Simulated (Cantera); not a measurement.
A closed system holds: 1 mol Fe2O3, 23 mol HCl, a varied amount of N2, at 675 K and 21.0 mbar.

Method: chemical equilibrium by Gibbs-energy minimisation in Cantera with the NASA 1993 tables (ideal gas, pure condensed phases). Candidate condensed phases: Fe, FeCl2, FeCl3, FeO, Fe(OH)2, Fe(OH)3, Fe2O3, Fe3O4, H2O, NH4Cl; 37 gas species. Condensed phases not in the tables: FeOCl. Equilibrium is a limit: real reactors are often held back by kinetics, nucleation or transport.

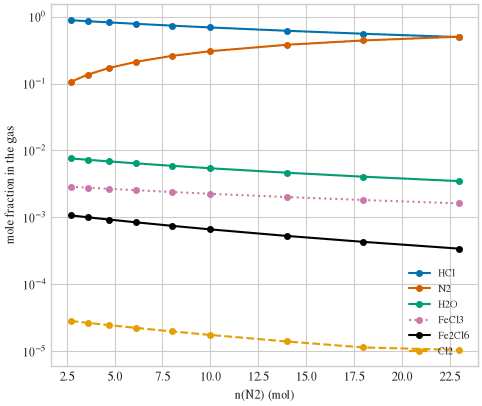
*Equilibrium gas composition (values under 1e-9 drawn at 1e-9)*

From 2.7 mol N2 to 10 mol N2 the condensed part is FeCl2(s) + Fe2O3(s). From 14 mol N2 to 23 mol N2 the condensed part is Fe2O3(s). The main Fe-bearing gas is FeCl3 throughout.
